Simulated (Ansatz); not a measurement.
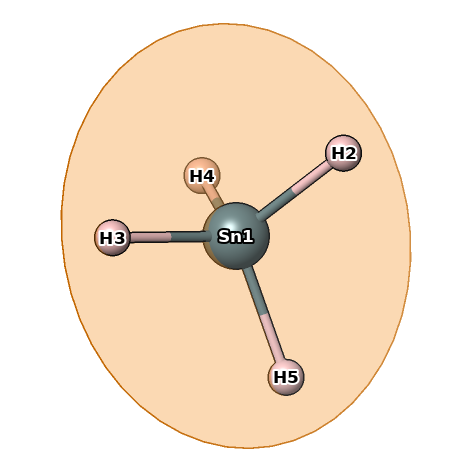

A disc through the centre of mass is drawn in. Distant atoms are faded towards the background colour. The computed structure is the end point of a PBE0-D4/def2-TZVP optimisation.

Question: Is the plane of the disc a mirror plane of the structure?

Answer: Yes. The reflection leaves Sn1, H3, H5 in place and moves H2 ↔ H4. The point group is Td.
